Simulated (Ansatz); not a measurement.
**Run report: CH3BBrF, frequency calculation**

CH3BBrF, computed with RKS PBE0/def2-SVP (Ansatz 0.2.0).

It belongs to a series of runs on one base structure; here: vibrations at the highest image of the band. Figures and captions count atoms from 1; the log counts them from 0 in places.

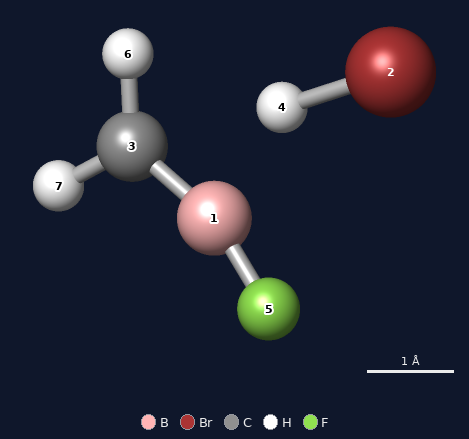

The input geometry (ball-and-stick view, seen at a tilt; atoms are numbered from 1 in the order of the input). Bond lengths as drawn: Br–H 1.53 Å, B–C 1.41 Å, B–F 1.28 Å and C–H 1.09 to 1.10 Å.

### Key numbers

```csv
quantity,value
outcome,converged
total energy,−74500.0791 eV
mean-field energy,−74500.0791 eV
largest force (length of the vector),0.011 eV/Å
hardware,"2 threads of Arm Neoverse N1, 16 GiB of memory available, shared host"
wall time,89 s (CPU time 2.8 min)
peak memory,0.19 GiB
```

### Input file
```yaml
crystal:
  periodic: [false, false, false]
  atoms:
    - { symbol: B, position_ang: [-0.604048, 0.594363, 0.067568] }
    - { symbol: Br, position_ang: [1.838282, 1.055194, -0.966681] }
    - { symbol: C, position_ang: [-0.453199, -0.803073, 0.167743] }
    - { symbol: H, position_ang: [1.160967, 0.111413, 0.031908] }
    - { symbol: F, position_ang: [-0.961954, 1.796971, 0.336184] }
    - { symbol: H, position_ang: [0.042596, -1.42367, -0.578688] }
    - { symbol: H, position_ang: [-1.022744, -1.331198, 0.941967] }
basis:
  gaussian: { orbitals: def2-SVP }
hamiltonian:
  xc: pbe0
phonons: {}
```

Launch command:
```bash
ansatz run input.yaml --threads 2 --pin off --max-ram 3072MiB --backend cpu --events-out ev --progress --plain --runs-dir out
```

### Log
```
Engine: ansatz 0.2.0, aarch64-unknown-linux-gnu
Functional definition: PBE0
  parameter a = 0.25
  parameter kappa = 0.804
  parameter beta = 0.06672455060314922
  exchange = (1 - a)*pbe_x(kappa = kappa, mu = beta*pi^2/3) + a*exact_x
  correlation = pbe_c(beta = beta)
964 factors; integrals over basis functions are off by at most 3.3e-4 eV
mean field evaluation 1: about -74494.4792 eV, gradient 4.8e1 eV
mean field evaluation 2: about -74488.8964 eV, gradient 6.2e1 eV
mean field evaluation 4: about -74500.0231 eV, gradient 3.7e0 eV
mean field evaluation 8: about -74500.0790 eV, gradient 8.9e-2 eV
mean field evaluation 16: about -74500.0790 eV, gradient 1.8e-5 eV
mean field -74500.07902753 eV, -2737.8274062944 hartree, gradient 1.8e-5 eV, S^2 0.000000; 0 other end points of the search recorded, 0 dependent functions left out
the calculation of the forces begins
reference -74500.07905040 eV, -2737.8274071349 hartree; 29, 29 occupied and 60, 60 virtual orbitals, 964 factors
these checks for a lower state are left out or cut short: stability, starts, cluster_reference, orbital_swaps, neighbouring_geometries, increment
964 factors; integrals over basis functions are off by at most 3.3e-4 eV
mean field -74500.07899247 eV, -2737.8274050061 hartree, gradient 1.6e-6 eV, S^2 0.000000; 0 other end points of the search recorded, 0 dependent functions left out
[... from here on the field's lines of each further geometry are left out, up to the last ...]
the calculation of the forces begins
reference -74500.07899698 eV, -2737.8274051719 hartree; 29, 29 occupied and 60, 60 virtual orbitals, 964 factors
these checks for a lower state are left out or cut short: stability, starts, cluster_reference, orbital_swaps, neighbouring_geometries, increment
964 factors; integrals over basis functions are off by at most 3.3e-4 eV
mean field -74500.07896604 eV, -2737.8274040346 hartree, gradient 1.5e-6 eV, S^2 0.000000; 0 other end points of the search recorded, 0 dependent functions left out
the calculation of the forces begins
reference -74500.07898890 eV, -2737.8274048750 hartree; 29, 29 occupied and 60, 60 virtual orbitals, 964 factors
WARN: phonons: modes at or below zero, which the zero-point energy, F, S and C_V leave out: 1, the lowest at -268.23 cm⁻¹. A minimum has none, and a first-order saddle one
Total energy: -74500.07905040 eV, -2737.8274071349 hartree
Atom 0 at    -0.604048     0.594363     0.067568 Å, force    -0.004788    -0.000944     0.007871 eV/Å
Atom 1 at     1.838282     1.055194    -0.966681 Å, force     0.003174     0.002615    -0.002018 eV/Å
Atom 2 at    -0.453199    -0.803073     0.167743 Å, force     0.007392     0.001089    -0.008071 eV/Å
Atom 3 at     1.160967     0.111413     0.031908 Å, force    -0.003068    -0.001004     0.001978 eV/Å
Atom 4 at    -0.961954     1.796971     0.336184 Å, force     0.001675    -0.002979    -0.002635 eV/Å
Atom 5 at     0.042596    -1.423670    -0.578688 Å, force    -0.002821    -0.001879     0.001303 eV/Å
Atom 6 at    -1.022744    -1.331198     0.941967 Å, force    -0.001563     0.003102     0.001573 eV/Å
Dipole moment:    -0.206776    -0.138825     0.152261 e Å
Vibrations: -268.23 152.98 255.01 299.86 430.60 535.19 707.99 780.17 806.20 936.96 1333.79 1602.04 1808.15 3167.81 3286.44 cm⁻¹, zero-point energy 0.998271 eV
```

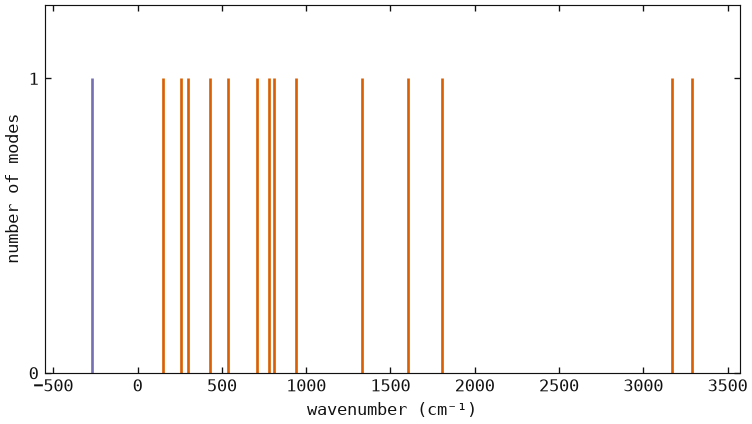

Harmonic vibrational wavenumbers from the force constants; neighbouring modes closer than 16 cm⁻¹ are counted in one stick, and imaginary ones are drawn at negative wavenumbers. 15 modes from 268i to 3286 cm⁻¹, 1 imaginary beyond 8i (268i cm⁻¹): a first-order saddle point, if the geometry is stationary.
